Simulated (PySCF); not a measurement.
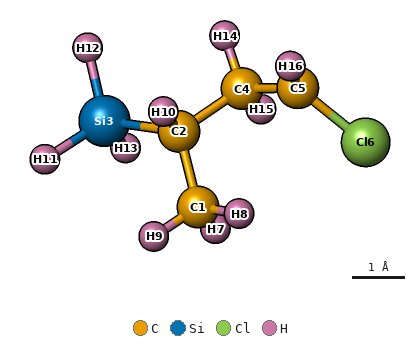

Figure 1. The structure (ball-and-stick view, seen at a tilt; atoms are numbered from 1 in the order of the input).

**EPR calculation, with input and output: C4H10ClSi**

System: C4H10ClSi, multiplicity 2.
Method: UKS B3LYP, pcH-1 on C Cl H Si, non-relativistic, mean-field spin-orbit, GIAO (PySCF 2.14.0).

It belongs to a series of runs on one base structure; here: H removed from sp3 C.

## The input
```
{"job": {"kind": "epr", "basis": "pcH-1"}, "charge": 0, "multiplicity": 2}
C     -0.270962    -1.430642    -0.330073
C     -0.216278    -0.099475     0.412496
Si    -1.919225     0.768127     0.385933
C      0.875085     0.825885    -0.186518
C      2.233431     0.275874    -0.035872
Cl     2.971732    -0.561659    -1.315481
H     -0.522023    -1.275313    -1.377638
H      0.684827    -1.949442    -0.285032
H     -1.026693    -2.079353     0.108302
H      0.066403    -0.303260     1.451343
H     -2.911804    -0.104634     1.014452
H     -1.821720     2.031605     1.119053
H     -2.294276     1.029576    -1.004716
H      0.824585     1.785606     0.338802
H      0.656901     0.998205    -1.241373
H      2.662418     0.097843     0.934912
```

The first line tells a small driver script what to run in PySCF; the rest is the geometry in Å.

Machine: 1 CPU thread, shared host.

Command:
```bash
OMP_NUM_THREADS=1 python <driver script> task.json out
```

## What the program printed
```
UKS, coarse grid
  cycle   1  E = -908.06419352  |g| = 3.12e-01
  cycle   2  E = -908.04550156  |g| = 3.48e-01
  cycle   3  E = -908.10620150  |g| = 5.96e-02
  cycle   4  E = -908.10782464  |g| = 2.25e-02
  cycle   5  E = -908.10805452  |g| = 5.97e-03
  cycle   6  E = -908.10807265  |g| = 1.95e-03
  cycle   7  E = -908.10807577  |g| = 7.03e-04
UKS, final grid
  cycle   1  E = -908.10806431  |g| = 8.62e-04
  cycle   2  E = -908.10806387  |g| = 1.28e-03
  cycle   3  E = -908.10806472  |g| = 1.03e-04
  cycle   4  E = -908.10806472  |g| = 3.44e-05
  cycle   5  E = -908.10806472  |g| = 1.79e-05
E = -908.10806472 Eh   <S^2> = 0.7540 (exact 0.7500)
g shifts (ppm)      1          2          3
  rmc          -178       -178       -178
  gc             -2         30         20
  oz_so        -506       5209       6895
  total        -687       5061       6737
hyperfine (MHz)  atom isotope    a_iso     a_fc   dipolar eigenvalues
    0   13C      -2.25      -2.25     -0.73     -0.33      1.06
    1   13C      65.85      65.86     -5.98     -5.81     11.78
    2  29Si      -6.64      -6.66     -3.65      1.79      1.85
    3   13C     -27.31     -27.34     -2.20     -0.60      2.80
    4   13C     133.19     132.66    -80.14    -79.40    159.54
    5  35Cl       6.82       6.92    -32.08    -21.54     53.61
    6    1H       0.98       0.97     -1.99     -1.14      3.13
    7    1H      -0.09      -0.09     -3.93     -2.93      6.87
    8    1H       1.95       1.95     -1.47     -0.81      2.28
    9    1H      -2.48      -2.49     -5.17     -2.05      7.22
   10    1H       2.42       2.42     -0.85     -0.45      1.30
   11    1H      -0.31      -0.31     -1.04     -0.60      1.63
   12    1H      -0.25      -0.25     -0.88     -0.61      1.50
   13    1H      60.98      60.98     -5.36     -4.65     10.01
   14    1H       8.04       8.01     -4.77     -4.07      8.84
   15    1H     -56.07     -56.20    -36.65     -1.70     38.35
```

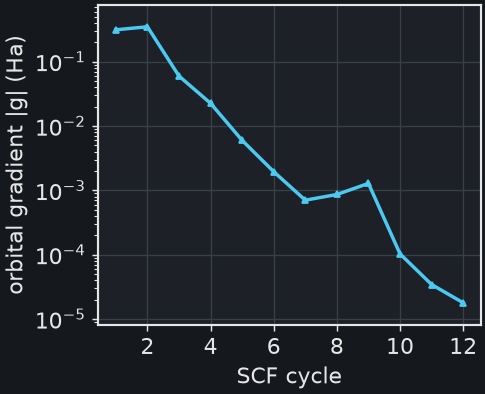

Figure 2. Convergence of the self-consistent field: orbital gradient |g| against the SCF cycle. All cycles printed in the log are drawn one after another.

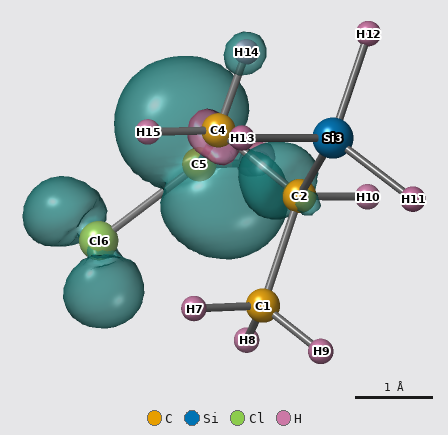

Figure 3. Isosurfaces of the spin density at +0.03 (teal) and −0.03 e/Å³ (pink), seen at an oblique angle. The unpaired spin (1 electron) lies mostly on C5 (about 0.6) and Cl6 (about 0.2), in electrons by Hirshfeld's partition.

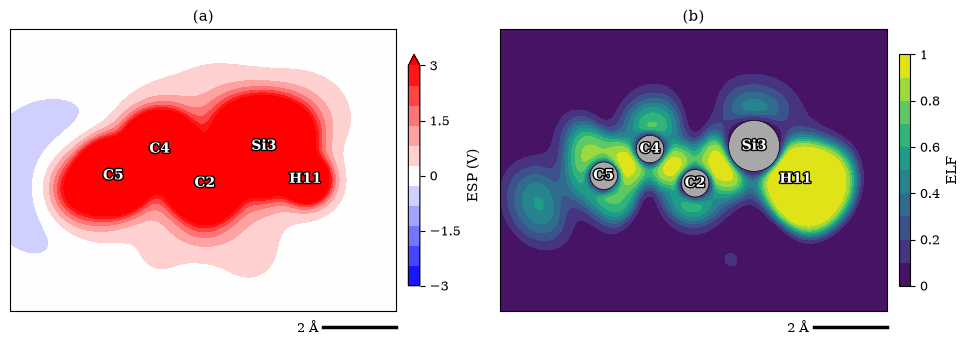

Figure 4. (a) molecular electrostatic potential; (b) electron localisation function on the plane of atoms Si3, C2 and C4. Grey discs, where drawn, cover atomic cores. The section cuts through C, Si and H sites. C–C (1.55 Å): the ELF peaks at about 0.95 between the atoms, as expected for localised, shared-pair bonding. Si–H (1.46 Å): the ELF climbs to about 1 towards the hydrogen, as it does in any bond to H.

## Key numbers

```json
{"quantity": "outcome", "value": "converged"}
{"quantity": "total energy", "value": "−908.108065 hartree"}
{"quantity": "⟨S²⟩", "value": "0.754"}
{"quantity": "isotropic g", "value": "2.0060"}
{"quantity": "wall time", "value": "1.7 min"}
{"quantity": "peak memory", "value": "0.96 GiB"}
```
